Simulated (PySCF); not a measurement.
The calculation's input:

```
{"job": {"kind": "uv", "xc": "CAM-B3LYP", "basis": "def2-SVPD", "nstates": 8, "ntriplets": 3}, "charge": 0, "multiplicity": 1}
C      2.688788     0.344068     0.318881
O      1.630954    -0.279017     0.999533
C      0.365900    -0.210046     0.468073
C     -0.632316    -0.802917     1.118854
C     -2.033323    -0.760128     0.587351
Ge    -1.843793     0.285224    -1.080632
C      0.105459     0.519361    -0.822772
H      3.575633     0.157801     0.923566
H      2.843330    -0.080742    -0.678789
H      2.540527     1.425566     0.229215
H     -0.443742    -1.325204     2.043901
H     -2.410235    -1.770727     0.418290
H     -2.703430    -0.292113     1.311156
H     -2.187971    -0.443432    -2.352073
H     -2.593785     1.589757    -1.123867
H      0.694076     0.087292    -1.633484
H      0.396933     1.567288    -0.737114
```

Launched as:

```sh
OMP_NUM_THREADS=1 python probes_run.py task.json out
```

Geometry: GFN2-xTB.

Theory: PySCF 2.14.0, CAM-B3LYP/def2-SVPD, SCF density, gas phase.

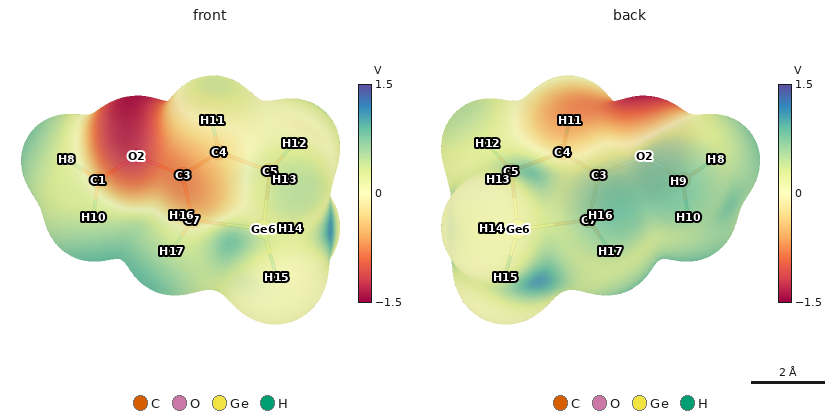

C₅H₁₀GeO (SMILES COC1=C[CH2][GeH2][CH2]1). The molecular electrostatic potential painted on the density surface at 0.002 e/bohr³, seen from the front and from behind; the colour scale runs from red (negative) to blue (positive).

> Where is the surface potential most negative and most positive?

The most negative region (about −1.4 V) lies over O2, the most positive (about +1.1 V) over Ge6. O2 is the likeliest acceptor of a hydrogen bond.

> What dipole moment does the calculation give?

Its dipole moment is 1.43 D.
